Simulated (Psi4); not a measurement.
# CIS/def2-SVP (density fitting, core potential, tdscf states 3, tdscf tda yes) run of InHF (SMILES [F][InH])

We compute the vertical excitations of InHF. 

The calculation is run with Psi4 1.11.

1 further run of the same task is left out (set aside as unsound or not needed).

### Step 1. The structure to begin with

InHF has 3 atoms, charge 0, and is taken as a doublet. As SMILES, `[F][InH]`. Geometry: relaxed at PBE0-D4/def2-TZVP.

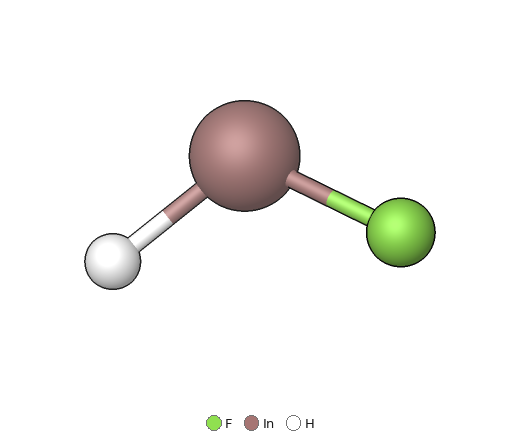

Viewed from a chosen angle; fluorine green, indium brown, hydrogen white.

### Step 2. The vertical excitations at CIS/def2-SVP (density fitting, core potential, tdscf states 3, tdscf tda yes)

Input file input.dat:

```
memory 1600 mb

molecule {
  0 2
  F
  In 1 R2
  H 2 R3 1 A3

  R2 = 1.969612
  R3 = 1.778748
  A3 = 113.7635
  symmetry c1
}

set basis def2-SVP
set reference uhf
set scf_type df
set tdscf_states 3
set tdscf_tda true
set e_convergence 0.0001
set orbital_optimizer_package ooo

E, wfn = energy("td-hf", return_wfn=True)
```

The run is started by

```sh
$ psi4 -n 1 input.dat output.dat
```

output.dat:

```text
[...]
    !!!  WARNING: ECP capability is in beta. Please check occupations closely.  !!!
[...]
  Running in c1 symmetry.
[...]
  Nuclear repulsion =   58.542469767678860
[...]
  Multiplicity = 2
[...]
  Nalpha       = 16
  Nbeta        = 15
[...]
    Number of basis functions: 45
[...]
   @DF-UHF iter   1:  -289.05388449446673   -2.89054e+02   1.00512e-02 ADIIS+DIIS
[...]
   @DF-UHF iter  11:  -289.14105802116654   -3.56874e-08   9.46056e-07 Converged
[...]
   @S^2 Observed:                7.697278686E-01
[...]
    Orbital Energies [Eh]
    ---------------------
    Alpha Occupied:
       1A    -26.180939     2A     -5.407188     3A     -3.666390
       4A     -3.661193     5A     -3.657229     6A     -1.433872
       7A     -1.053784     8A     -1.050051     9A     -1.047770
      10A     -1.045656    11A     -1.040749    12A     -0.599654
      13A     -0.554334    14A     -0.544535    15A     -0.498834
      16A     -0.328519
    Alpha Virtual:
      17A      0.015098    18A      0.095093    19A      0.135681
      20A      0.246828    21A      0.283280    22A      0.283493
      23A      0.370110    24A      0.451467    25A      0.481150
[...]
  @DF-UHF Final Energy:  -289.14105802116723
   => Energetics <=
    Nuclear Repulsion Energy =             58.5424697676788597
    One-Electron Energy =                -592.3013887177212382
    Two-Electron Energy =                 244.6178609288751602
    Total Energy =                       -289.1410580211671686
  UHF NO Occupations:
  HONO-2 :   14  A 1.9995957
  HONO-1 :   15  A 1.9908859
[...]
 Multipole Moments:
 ------------------------------------------------------------------------------------
     Multipole            Electronic (a.u.)      Nuclear  (a.u.)        Total (a.u.)
 ------------------------------------------------------------------------------------
 L = 1.  Multiply by 2.5417464519 to convert [e a0] to [Debye]
 Dipole X            :         -2.6112208            2.3639344           -0.2472864
 Dipole Y            :        -17.4936921           16.2089026           -1.2847895
 Dipole Z            :          0.0000000            0.0000000            0.0000000
 Magnitude           :                                                    1.3083710
[...]
**********                               WARNING                                **********
**********       The names of excited state variables changed between 1.5       **********
[...]
**********                               WARNING                                **********
**********  Length-gauge rotatory strengths are **NOT** gauge-origin invariant  **********
[...]
                                    Excitation Energy         Total Energy        Oscillator Strength             Rotatory Strength
[...]
Excited State    1 (1 A):   0.11743 au   388.01 nm f = 0.0625
[...]
Excited State    2 (1 A):   0.18822 au   242.08 nm f = 0.0500
[...]
Excited State    3 (1 A):   0.20972 au   217.25 nm f = 0.1026
[...]
**********                               WARNING                                **********
**********       The names of excited state variables changed between 1.5       **********
[...]
```

Run time: 2.8 s. Hardware: 1 thread of Intel Xeon Platinum 8259CL at 2.50GHz (Skylake/Cascade Lake), shared host; peak memory 0.17 GiB.

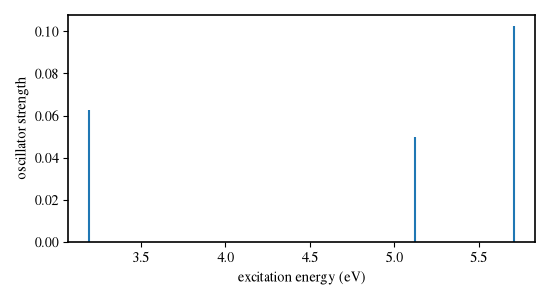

Vertical excitations as sticks.

The roots found:

| excited state | energy (eV) | strength | label |
| --- | --- | --- | --- |
| 1 | 3.195 | 0.0625 | A 1 |
| 2 | 5.122 | 0.0500 | A 1 |
| 3 | 5.707 | 0.1027 | A 1 |

### Step 3. Summary of results

At CIS/def2-SVP (density fitting, core potential, tdscf states 3, tdscf tda yes):

| quantity | value |
| --- | --- |
| ground-state or mean-field energy | -289.14106 Eh |
| dipole moment (Hartree–Fock density) | 3.33 D |
| HOMO energy (Hartree–Fock orbitals) (highest over α and β) | -8.94 eV |
| LUMO energy (Hartree–Fock orbitals) (lowest over α and β) | 0.05 eV |
| ⟨S²⟩ of the reference determinant | 0.770 |
| lowest excitation energy | 3.20 eV |

The brightest of the 3 transitions from the ground state lies at 5.71 eV (217 nm, f = 0.103); the lowest, at 3.20 eV, has f = 0.063.
